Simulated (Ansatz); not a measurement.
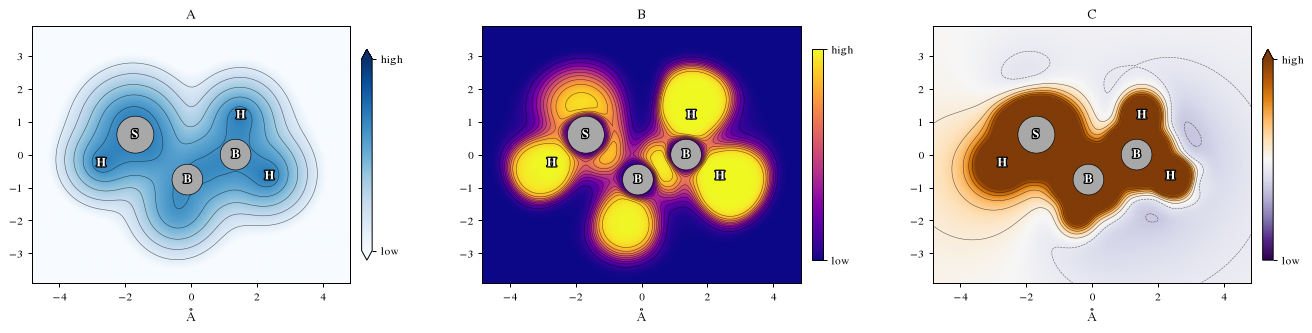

B2H7NSSi: 3 fields on the plane of atoms B2, B1 and H6, with unlabelled colour scales. Grey discs cover the atomic cores.

Theory: Ansatz, RKS B3LYP-D4/cc-pVDZ.

```xyz
12

B    -1.5632    0.6389    0.1289
B    -0.4621    0.4013   -1.0763
Si    0.8963   -0.7105   -0.1609
N     0.9688   -1.0614    1.5200
S     1.2650    1.5426   -0.7857
H    -2.6276    0.0610    0.0954
H    -1.3304    1.2499    1.1527
H    -0.6307    0.1687   -2.2452
H     2.0215   -1.4455   -0.8111
H     1.8508   -1.2533    1.9867
H     0.2789   -0.6757    2.1582
H     1.9580    1.1945   -1.9036
```

**The panels show electron density, electron localisation function and electrostatic potential in some order. Assign them.**

Panel A: electron density. Panel B: electron localisation function. Panel C: electrostatic potential (strongly positive close to the atoms, with negative regions outside electron-rich atoms). From the grid: B–B (1.65 Å): ρ at the midpoint is about 1.1 e/Å³; the ELF peaks at about 1 between the atoms; localised, covalent bonding. B–S (2.09 Å): the density is about 0.72 e/Å³ at the midpoint, with its minimum of 0.54 e/Å³ about 0.7 Å from B; the ELF peaks at about 0.85 between the atoms; a shared electron pair.
